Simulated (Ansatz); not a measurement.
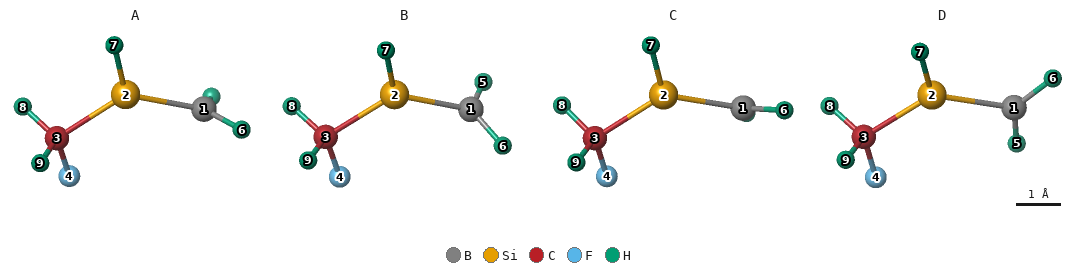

4 geometries from a converged minimum-energy path of CH$_{5}$BFSi (charge +1), shuffled. A ball-and-stick model, seen from a free direction.

These are results of RKS PBE-D4/6-31G (Ansatz), not measurements. Settings: 7 movable images; climbing image; force threshold 0.05 eV/Å; iteration limit 60; starting path by image-dependent pair potential.

Question: One of them is the converged climbing image. Which?

Answer: D. In order along the path, whose images run from 0 to 8: D (image 4, +0.35 eV), C (image 6, +0.15 eV), A (image 7, +0.04 eV), B (image 8, 0.00 eV). The motion is a rotation about the B1–Si2 bond by about 180°. No bond forms or breaks between the ends. Among the angles between lasting bonds that change up to the highest image: H5–B1–H6 121.9° → 126.9°, B1–Si2–C3 119.6° → 123.7°.
